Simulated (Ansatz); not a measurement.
## A computed series for CuI: response to strain

Base system: CuI in the zinc blende structure (space group F-43m, No. 216; a = 6.0793 Å).

Strains are applied to the cell and any free atomic positions relax.

Level of theory: PBE (Ansatz, a first-principles code; PAW; 420 eV plane waves; no SOC).

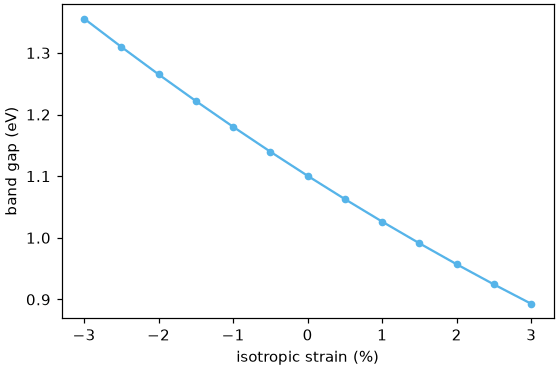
Fig. 1. Band gap against isotropic strain

**Question.** From the plot, what is the band gap for isotropic strain +2.00 %?

**Answer.** About 0.96 eV.

**Question.** Is the trend monotonic over the range shown?

**Answer.** Yes, it falls throughout, spanning 0.89 eV to 1.36 eV.

With I present, leaving out spin-orbit coupling can change the band edges. Whether these cells are dynamically stable was not tested. The final runs are not spin-polarised.
